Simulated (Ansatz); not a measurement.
```json
{"atom": "As", "x (Å)": "0.1718", "y (Å)": "0.0768", "z (Å)": "-1.4705"}
{"atom": "As", "x (Å)": "-1.3658", "y (Å)": "0.4474", "z (Å)": "0.3635"}
{"atom": "Sb", "x (Å)": "1.1940", "y (Å)": "-0.5241", "z (Å)": "1.1069"}
```

Geometry: r2SCAN-D4/def2-TZVP; core potentials replace the inner electrons of Sb.

Computed with UKS PBE0-D4/def2-TZVP (Ansatz 0.2.0).

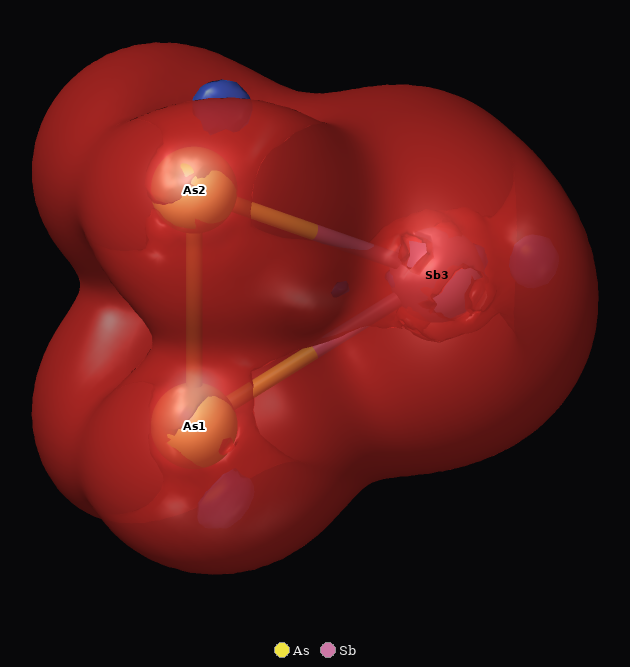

As2Sb (charge +1, quintet). Isosurfaces of the spin density at +0.02 (red) and −0.02 e/Å³ (blue), seen at a tilt.

Describe the spin distribution.

The unpaired spin (4 electrons) lies mostly on Sb3 (about 1.6), As1 (about 1.2) and As2 (about 1.2), in electrons by Hirshfeld's partition.
